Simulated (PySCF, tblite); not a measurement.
# C2H9PSSi2: geometry, infrared bands and NMR shifts

What infrared bands and NMR shifts should C2H9PSSi2 (`[SiH3]/C=C/S[SiH2]P`) show?

The runs use tblite 0.8.0 and PySCF 2.14.0, with density-fitted response routines of our own; the level of theory stands in each step. All values are computed, except where a source is named. Atoms are numbered from 0 throughout.

## 1. The starting structure

15 atoms, charge 0, multiplicity 1; geometry from: force field or distance geometry start.

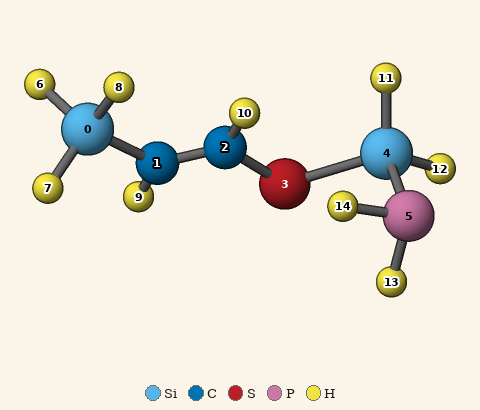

As it starts; silicon blue, carbon blue, sulfur red, phosphorus pink, hydrogen yellow, atoms numbered.

## 2. Optimising the geometry with GFN2-xTB

Job settings and geometry (Å):

```
{"job": {"kind": "relax", "xc": "GFN2-xTB", "basis": "xTB"}, "charge": 0, "multiplicity": 1}
Si     3.121900     0.312200     0.450300
C      1.651100    -0.383400    -0.413300
C      0.422300    -0.453400     0.096700
S     -0.865200    -1.145500    -0.849300
Si    -2.667200    -0.822400     0.290500
P     -3.166000     1.333500     0.140500
H      4.113000    -0.747200     0.705500
H      3.738700     1.373100    -0.385200
H      2.701900     0.908300     1.747000
H      1.876700    -0.773300    -1.388600
H      0.189600    -0.068300     1.086700
H     -2.426300    -1.179000     1.704600
H     -3.776800    -1.623400    -0.280600
H     -3.053700     1.439200    -1.265800
H     -1.864300     1.837400     0.396600
```

Started as:

```console
$ OMP_NUM_THREADS=1 python probes_run.py task.json out
```

The driver reads the jobs from task.json and runs them one after another.

Output:

```text
step      E/eV     max force
  0    -491.72418    1.203
  1    -491.77726    0.595
  2    -491.81540    0.664
  3    -491.82846    0.401
  4    -491.84789    0.411
  5    -491.85768    0.341
  6    -491.86241    0.170
  7    -491.86599    0.146
  8    -491.86922    0.182
  9    -491.87274    0.184
 10    -491.87586    0.147
 11    -491.87813    0.102
 12    -491.87961    0.135
 13    -491.88090    0.112
 14    -491.88217    0.079
 15    -491.88321    0.073
 16    -491.88395    0.073
 17    -491.88457    0.063
 18    -491.88524    0.066
 19    -491.88588    0.071
 20    -491.88641    0.056
 21    -491.88688    0.058
 22    -491.88733    0.061
 23    -491.88776    0.063
 24    -491.88810    0.042
 25    -491.88838    0.058
 26    -491.88873    0.076
 27    -491.88921    0.071
 28    -491.88971    0.058
 29    -491.89011    0.051
 30    -491.89043    0.054
 31    -491.89080    0.068
 32    -491.89131    0.091
 33    -491.89188    0.084
 34    -491.89235    0.053
 35    -491.89270    0.069
 36    -491.89307    0.068
 37    -491.89352    0.075
 38    -491.89393    0.072
 39    -491.89421    0.049
 40    -491.89443    0.036
 41    -491.89464    0.046
 42    -491.89489    0.062
 43    -491.89513    0.060
 44    -491.89535    0.042
 45    -491.89555    0.048
 46    -491.89572    0.038
 47    -491.89584    0.028
 48    -491.89592    0.023
 49    -491.89602    0.032
 50    -491.89620    0.060
 51    -491.89648    0.080
 52    -491.89680    0.072
 53    -491.89699    0.037
 54    -491.89709    0.024
 55    -491.89718    0.029
 56    -491.89736    0.058
 57    -491.89767    0.088
 58    -491.89808    0.094
 59    -491.89841    0.062
 60    -491.89859    0.026
 61    -491.89870    0.027
 62    -491.89885    0.041
 63    -491.89907    0.049
 64    -491.89933    0.041
 65    -491.89954    0.043
 66    -491.89972    0.037
 67    -491.89988    0.035
 68    -491.90001    0.031
 69    -491.90011    0.031
 70    -491.90019    0.020
 71    -491.90028    0.028
 72    -491.90037    0.033
 73    -491.90050    0.027
 74    -491.90063    0.033
 75    -491.90075    0.030
 76    -491.90087    0.031
 77    -491.90098    0.031
 78    -491.90107    0.023
 79    -491.90115    0.026
 80    -491.90127    0.031
 81    -491.90146    0.052
 82    -491.90170    0.055
 83    -491.90189    0.034
 84    -491.90199    0.021
 85    -491.90203    0.022
 86    -491.90210    0.024
 87    -491.90225    0.032
 88    -491.90261    0.054
 89    -491.90304    0.048
 90    -491.90335    0.044
 91    -491.90355    0.037
 92    -491.90372    0.035
 93    -491.90393    0.043
 94    -491.90427    0.059
 95    -491.90466    0.057
 96    -491.90496    0.047
 97    -491.90515    0.029
 98    -491.90526    0.063
 99    -491.90543    0.042
100    -491.90570    0.034
101    -491.90625    0.085
102    -491.90583    0.255
103    -491.90727    0.066
104    -491.90798    0.058
105    -491.90042    0.565
106    -491.90892    0.033
107    -491.90956    0.038
108    -491.90483    0.524
109    -491.91060    0.042
110    -491.91140    0.060
111    -491.90449    0.573
112    -491.91246    0.072
113    -491.91322    0.090
114    -491.90681    0.596
115    -491.91460    0.096
116    -491.91552    0.113
117    -491.90994    0.586
118    -491.91752    0.123
119    -491.91873    0.135
120    -491.91527    0.596
121    -491.92199    0.118
122    -491.92370    0.134
123    -491.92222    0.544
124    -491.92872    0.123
125    -491.93092    0.116
126    -491.93019    0.526
127    -491.93668    0.068
128    -491.93866    0.071
129    -491.93876    0.333
130    -491.94258    0.081
131    -491.94365    0.078
132    -491.94601    0.133
133    -491.94746    0.092
134    -491.94980    0.090
135    -491.95299    0.115
136    -491.95574    0.103
137    -491.95787    0.105
138    -491.95967    0.169
139    -491.96151    0.183
140    -491.96339    0.146
141    -491.96494    0.099
142    -491.96599    0.061
143    -491.96672    0.065
144    -491.96740    0.072
145    -491.96747    0.105
146    -491.96851    0.042
147    -491.96874    0.027
148    -491.96889    0.022
149    -491.96896    0.022
150    -491.96908    0.024
151    -491.96915    0.022
152    -491.96920    0.019
153    -491.96926    0.021
154    -491.96936    0.024
155    -491.96947    0.030
156    -491.96956    0.023
157    -491.96963    0.022
158    -491.96970    0.021
159    -491.96980    0.024
160    -491.96992    0.034
161    -491.97006    0.037
162    -491.97023    0.027
163    -491.97040    0.036
164    -491.97057    0.045
165    -491.97073    0.044
166    -491.97091    0.032
167    -491.97114    0.034
168    -491.97146    0.040
169    -491.97194    0.058
170    -491.97260    0.080
171    -491.97341    0.082
172    -491.97430    0.072
173    -491.97514    0.070
174    -491.97564    0.094
175    -491.97653    0.075
176    -491.97725    0.059
177    -491.97794    0.082
178    -491.97832    0.070
179    -491.97878    0.049
180    -491.97942    0.083
181    -491.97963    0.042
182    -491.97982    0.037
183    -491.98006    0.030
184    -491.98021    0.032
185    -491.98043    0.025
186    -491.98057    0.021
187    -491.98066    0.021
188    -491.98073    0.014
189    -491.98078    0.024
190    -491.98082    0.021
191    -491.98086    0.016
192    -491.98089    0.011
193    -491.98091    0.011
194    -491.98093    0.010
195    -491.98094    0.011
196    -491.98096    0.012
197    -491.98099    0.011
198    -491.98101    0.009
```

It took 5.8 s on 1 thread of Intel Xeon at 2.50GHz, shared host.

Step by step: (not every step is listed)

| step | energy from step 0 (eV) | largest force (eV/Å) |
| --- | --- | --- |
| 0 | 0.0000 | 1.2035 |
| 1 | -0.0531 | 0.5954 |
| 2 | -0.0912 | 0.6636 |
| 3 | -0.1043 | 0.4012 |
| 4 | -0.1237 | 0.4114 |
| 5 | -0.1335 | 0.3408 |
| 6 | -0.1382 | 0.1699 |
| 7 | -0.1418 | 0.1458 |
| 8 | -0.1450 | 0.1819 |
| 26 | -0.1646 | 0.0760 |
| 44 | -0.1712 | 0.0419 |
| 62 | -0.1747 | 0.0414 |
| 80 | -0.1771 | 0.0306 |
| 98 | -0.1811 | 0.0633 |
| 116 | -0.1913 | 0.1133 |
| 134 | -0.2256 | 0.0902 |
| 152 | -0.2450 | 0.0193 |
| 170 | -0.2484 | 0.0797 |
| 188 | -0.2566 | 0.0143 |
| 193 | -0.2567 | 0.0112 |
| 194 | -0.2568 | 0.0102 |
| 195 | -0.2568 | 0.0110 |
| 196 | -0.2568 | 0.0121 |
| 197 | -0.2568 | 0.0108 |
| 198 | -0.2568 | 0.0088 |

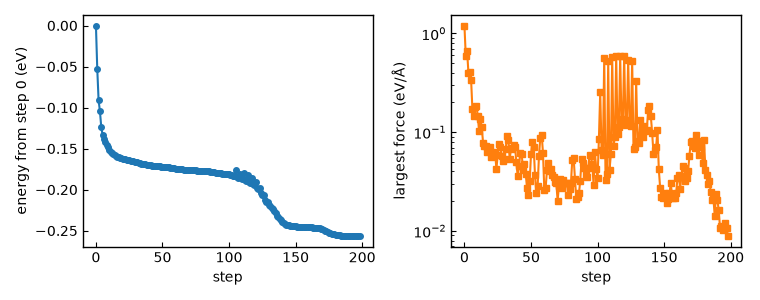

Energy and largest force along the relaxation.

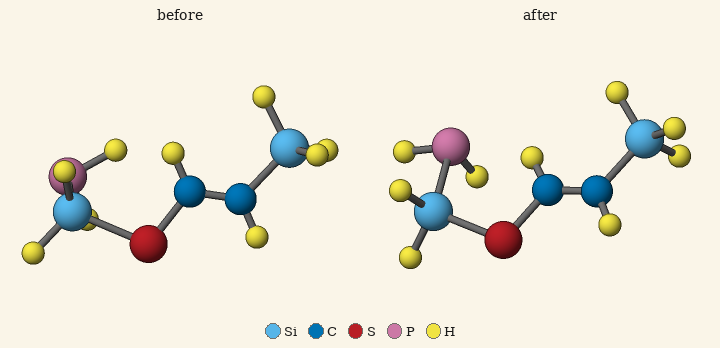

The geometry before (left) and after (right).

Distances of close pairs at the start and the end, largest changes first:

| bond | before (Å) | after (Å) | change (Å) |
| --- | --- | --- | --- |
| Si0–C1 | 1.842 | 1.877 | +0.035 |
| P5–H14 | 1.419 | 1.386 | -0.034 |
| P5–H13 | 1.415 | 1.382 | -0.033 |
| Si0–H8 | 1.488 | 1.463 | -0.025 |
| C2–S3 | 1.741 | 1.766 | +0.024 |
| Si4–H12 | 1.483 | 1.460 | -0.023 |
| Si4–P5 | 2.218 | 2.239 | +0.021 |
| Si0–H7 | 1.485 | 1.466 | -0.019 |

The next job starts from the end point, and lists it.

## 3. Harmonic vibrations with GFN2-xTB

Job settings and geometry (Å):

```
{"job": {"kind": "ir", "xc": "GFN2-xTB", "basis": "xTB"}, "charge": 0, "multiplicity": 1}
Si     3.075380     0.478553     0.432352
C      1.777385    -0.719483    -0.201379
C      0.476785    -0.560981    -0.010696
S     -0.747713    -1.669062    -0.635339
Si    -2.593601    -0.797300     0.056118
P     -2.264719     1.327585     0.681336
H      4.172981    -0.291027     1.021182
H      3.585635     1.272276    -0.689180
H      2.476645     1.360914     1.433625
H      2.103155    -1.582309    -0.766945
H      0.073036     0.275384     0.546269
H     -3.040398    -1.532105     1.239341
H     -3.507112    -1.002021    -1.064589
H     -3.605748     1.646482     0.584147
H     -1.986125     1.801086    -0.590603
```

Output:

```text
mode    cm-1     km/mol
  1      22.4      4.56
  2      37.4      0.12
  3      65.8      0.42
  4      80.1      0.32
  5     144.3      1.41
  6     151.7      2.00
  7     166.0      7.84
  8     250.1      2.65
  9     294.0      4.05
 10     405.9     47.38
 11     453.1     57.22
 12     532.0     50.57
 13     534.0    115.04
 14     535.3     11.12
 15     556.7     21.30
 16     635.1    300.82
 17     680.9     18.54
 18     695.1     12.18
 19     712.9    105.52
 20     762.6    340.91
 21     768.8    196.62
 22     780.8    166.69
 23     786.8    109.35
 24     794.4    200.95
 25     816.5    262.51
 26     978.1     15.85
 27    1132.1     12.92
 28    1176.3      6.84
 29    1278.3     24.89
 30    1616.1    259.30
 31    2244.2    328.88
 32    2255.9    168.93
 33    2260.3    323.65
 34    2270.6    199.67
 35    2277.4    155.81
 36    2307.0    128.40
 37    2391.8    130.27
 38    3004.7     39.85
 39    3055.3     17.51
```

Run time: 2.2 s. Hardware: 1 thread of Intel Xeon at 2.50GHz, shared host.

Which atoms move in the most intense modes:

| cm⁻¹ | km/mol | atoms |
| --- | --- | --- |
| 635 | 300.8 | H12 43 %, H11 26 %, H14 13 % |
| 763 | 340.9 | H11 38 %, H12 33 % |
| 794 | 200.9 | H7 32 %, C2 21 %, H6 20 % |
| 816 | 262.5 | C1 31 %, Si0 28 %, H9 10 % |
| 1616 | 259.3 | C1 51 %, C2 46 % |
| 2244 | 328.9 | H7 90 % |
| 2260 | 323.6 | H6 90 % |
| 2271 | 199.7 | H8 95 % |

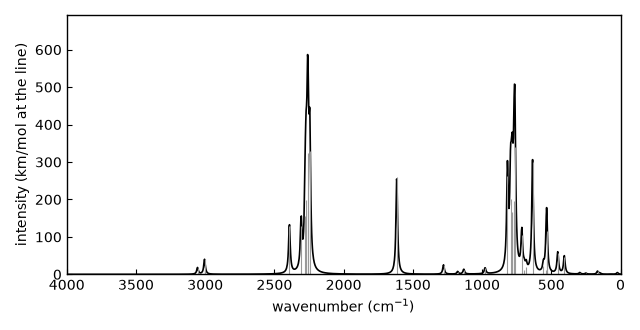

The infrared spectrum from these modes, unscaled. Lines are broadened to a width of 14 cm⁻¹ (Lorentzian).

## 4. Shielding tensors: PBE0/pcSseg-1

Same as in step 3 but for these lines:

```diff
@@ -1,2 +1,2 @@
-{"job": {"kind": "ir", "xc": "GFN2-xTB", "basis": "xTB"}, "charge": 0, "multiplicity": 1}
+{"job": {"kind": "nmr", "xc": "PBE0", "basis": "pcSseg-1"}, "charge": 0, "multiplicity": 1}
 Si     3.075380     0.478553     0.432352
```

Method: GIAO PBE0/pcSseg-1 NMR shielding, non-relativistic, gas phase.

Output:

```text
coarse grid: 14248 points
cycle   1  E = -1399.3982708333  dE =  3.526e-01  |g| = 3.358e-01  |ddm| = 3.594e+00
cycle   2  E = -1399.3809764169  dE =  1.729e-02  |g| = 4.148e-01  |ddm| = 8.222e-01
cycle   3  E = -1399.4277952073  dE = -4.682e-02  |g| = 7.365e-02  |ddm| = 5.190e-01
cycle   4  E = -1399.4290972209  dE = -1.302e-03  |g| = 3.307e-02  |ddm| = 1.092e-01
cycle   5  E = -1399.4293790082  dE = -2.818e-04  |g| = 7.262e-03  |ddm| = 4.111e-02
cycle   6  E = -1399.4293933749  dE = -1.437e-05  |g| = 2.700e-03  |ddm| = 1.263e-02
cycle   7  E = -1399.4293951167  dE = -1.742e-06  |g| = 6.417e-04  |ddm| = 3.470e-03
final grid: 118288 points
cycle   8  E = -1399.4661733288  dE = -1.756e-05  |g| = 5.759e-03  |ddm| = 2.601e-02
cycle   9  E = -1399.4661665791  dE =  6.750e-06  |g| = 7.488e-03  |ddm| = 1.387e-02
cycle  10  E = -1399.4661815383  dE = -1.496e-05  |g| = 6.447e-04  |ddm| = 8.566e-03
cycle  11  E = -1399.4661816562  dE = -1.179e-07  |g| = 1.650e-04  |ddm| = 1.080e-03
cycle  12  E = -1399.4661816626  dE = -6.439e-09  |g| = 7.238e-05  |ddm| = 2.457e-04
cycle  13  E = -1399.4661816639  dE = -1.319e-09  |g| = 1.965e-05  |ddm| = 8.924e-05
cycle  14  E = -1399.4661816640  dE = -1.037e-10  |g| = 3.770e-06  |ddm| = 2.522e-05
converged SCF energy = -1399.4661816640

GIAO shielding tensors (ppm)
atom      isotropic    diamagn.    paramagn.     s11        s22        s33       span
  0 Si     425.031     879.750    -454.719    391.318    418.462    465.315     73.997
  1 C       61.945     257.277    -195.332    -47.554     63.959    169.430    216.985
  2 C       39.774     263.764    -223.990    -71.780     52.343    138.758    210.539
  3 S      568.926    1058.372    -489.445    338.242    555.232    813.305    475.063
  4 Si     376.941     879.441    -502.500    327.906    374.564    428.352    100.446
  5 P      623.522     968.159    -344.636    541.965    612.243    716.360    174.395
  6 H       27.504      28.098      -0.594     24.277     25.454     32.780      8.502
  7 H       27.462      28.511      -1.050     24.275     25.533     32.578      8.303
  8 H       27.617      29.260      -1.643     24.181     27.576     31.094      6.913
  9 H       25.626      32.077      -6.452     23.334     23.558     29.986      6.652
 10 H       25.194      36.414     -11.220     18.827     24.469     32.287     13.460
 11 H       26.519      28.217      -1.698     22.274     24.795     32.488     10.213
 12 H       26.384      28.380      -1.995     22.255     24.461     32.437     10.182
 13 H       30.423      28.669       1.753     25.274     26.411     39.584     14.310
 14 H       30.500      31.229      -0.729     25.119     27.965     38.416     13.297
```

Wall time 69 s (1 thread of Intel Xeon at 2.50GHz, shared host); peak memory 0.82 GiB.

Shifts follow as δ = σ(reference) − σ, with reference shieldings (ppm) from runs at the same level and on the same kind of geometry: 1H TMS 31.72, 13C TMS 186.9, 29Si TMS 349.2, 31P H3PO4 318.4, 33S CS2 504. The references are single molecules in the gas phase, so shifts against H2O, NH3, PH3, H3PO4 or CFCl3 are not on the usual liquid scales and can be off by tens of ppm. Atoms listed in one row are averaged.

| atoms | environment | σ (ppm) | δ (ppm) | δ scaled to CDCl3 |
| --- | --- | --- | --- | --- |
| C2 | alkene CH | 39.8 | 147.2 | 137.3 |
| C1 | alkene CH | 61.9 | 125.0 | 120.1 |
| H10 | hydrogen on an alkene CH | 25.19 | 6.52 | 6.26 |
| H9 | hydrogen on an alkene CH | 25.63 | 6.09 | 5.85 |
| H11, H12 | hydrogen on a silicon bonded to P, S | 26.45 | 5.27 | – |
| H6, H7, H8 | hydrogen on a silicon bonded to C | 27.53 | 4.19 | – |
| H13, H14 | hydrogen on a phosphorus bonded to Si | 30.46 | 1.26 | – |
| Si4 | silicon bonded to P, S, 2 H | 376.9 | -27.8 | – |
| Si0 | silicon bonded to C, 3 H | 425.0 | -75.9 | – |
| S3 | sulfur bonded to C, Si | 569 | -65 | – |
| P5 | phosphorus bonded to Si, 2 H | 623.5 | -305.1 | – |

The scaled column applies a straight-line fit of computed shieldings to shifts measured in CDCl3, with any fitted terms for Cl, Br or S neighbours (root-mean-square error 0.16 ppm for H, 1.9 ppm for C).

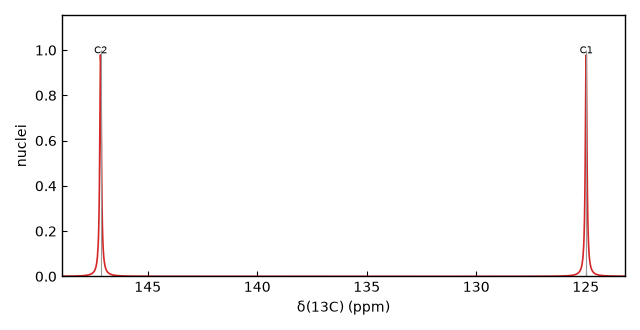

13C lines at the computed shifts, without couplings. Lines are broadened to a width of 0.09 ppm (Lorentzian).

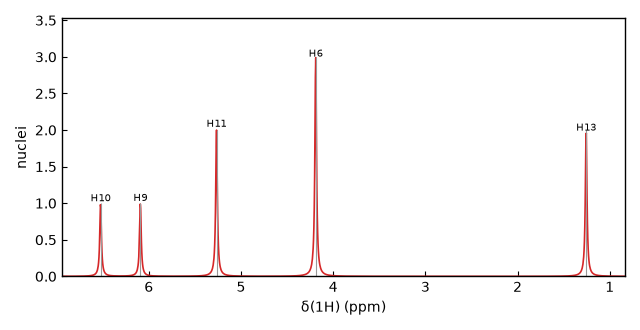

1H lines at the computed shifts, without couplings. Lines are broadened to a width of 0.02 ppm (Lorentzian).

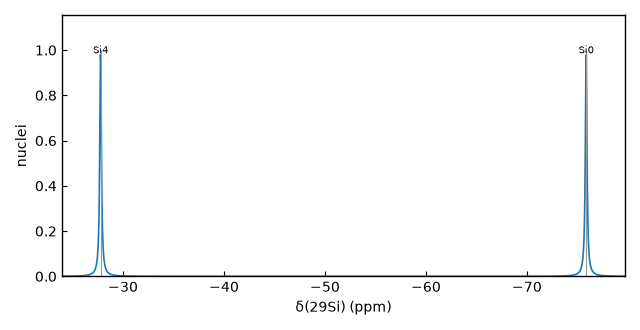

29Si lines at the computed shifts, without couplings. Lines are broadened to a width of 0.19 ppm (Lorentzian).

Charges from the same density, by scheme (e):

| atoms | Mulliken | IAO | Hirshfeld | ESP fit |
| --- | --- | --- | --- | --- |
| Si0 | 0.55 | 0.62 | 0.31 | 0.46 |
| C1 | -0.37 | -0.45 | -0.16 | -0.39 |
| C2 | -0.32 | -0.22 | -0.06 | -0.07 |
| S3 | -0.17 | -0.10 | -0.06 | -0.22 |
| Si4 | 0.44 | 0.51 | 0.27 | 0.35 |
| P5 | -0.27 | -0.09 | 0.01 | -0.35 |

Hirshfeld charges:

Si0 0.31; C1 -0.16; C2 -0.06; S3 -0.06; Si4 0.27; P5 0.01; H6 -0.08; H7 -0.08; H8 -0.07; H9 0.04; H10 0.03; H11 -0.08; H12 -0.07; H13 0.00; H14 0.00

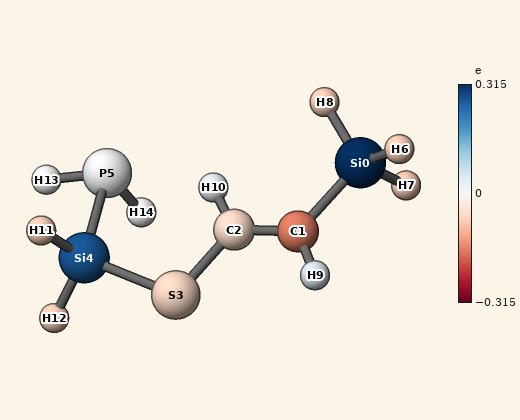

Hirshfeld charges, as colours on the atoms.

Mayer bond orders: Si0–C1 0.90, C1–C2 1.89, C2–S3 1.07, S3–Si4 0.93, Si4–P5 0.99.

## 5. Outcome

```
                                                              quantity                             value
                             strongest single infrared mode (GFN2-xTB)              763 cm⁻¹, 341 km/mol
                                          zero-point energy (GFN2-xTB)                     57.1 kcal/mol
                                13C shifts against TMS (PBE0/pcSseg-1)                  147.2, 125.0 ppm
1H shifts against TMS (PBE0/pcSseg-1, means over atoms taken as alike)  6.52, 6.09, 5.27, 4.19, 1.26 ppm
                               29Si shifts against TMS (PBE0/pcSseg-1)                  -27.8, -75.9 ppm
                                33S shifts against CS2 (PBE0/pcSseg-1)                           -65 ppm
                              31P shifts against H3PO4 (PBE0/pcSseg-1)                        -305.1 ppm
```

In words: Relaxing lowered the energy by 0.257 eV in 198 steps; the close pair that moved most is Si0–C1, from 1.842 to 1.877 Å. All 39 modes are real, so the xTB geometry is a minimum. The strongest single mode, at 763 cm⁻¹, moves mainly H11 and H12. GFN2-xTB is a fitted tight-binding method: band positions and strengths are rough. Its intensities can rank the bands wrongly. At PBE0/pcSseg-1: The widest tensor belongs to S3: span 475 ppm, with a paramagnetic part of -489 ppm.
